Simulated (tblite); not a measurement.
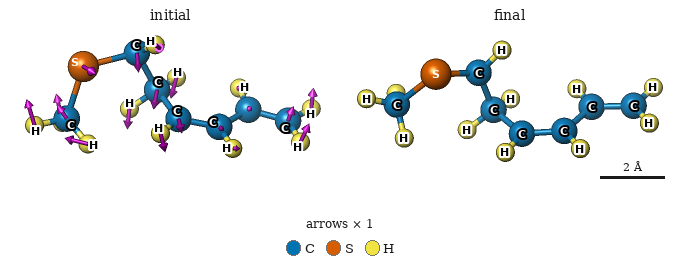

The structure of C$_{7}$H$_{11}$S (multiplicity 2) before (left) and after (right) a relaxation, at one scale. The purple arrows give the displacements, at their true length.

A ball-and-stick model, seen at a tilt.

All numbers below come from GFN2-xTB geometry optimisation, gas phase (tblite 0.8.0). 

### Summarise the run.

After 149 geometry steps the energy has fallen by 93.3 kJ/mol. The largest move after the best rigid fit is that of an H atom, 0.95 Å. Largest moves by element: H 0.95 Å, S 0.73 Å, C 0.65 Å. Among the contacts that change: C–S 1.804 → 1.711 Å, C–H 1.129 → 1.085 Å, C–S 1.786 → 1.826 Å, C–C 1.309 → 1.340 Å. Among the angles between lasting bonds that change: C–C–S 109.3° → 124.0°, C–S–C 115.3° → 103.0°, C–C–H 124.6° → 117.5°. Groups turn about C–S by about 55°, C–S by about 25°.
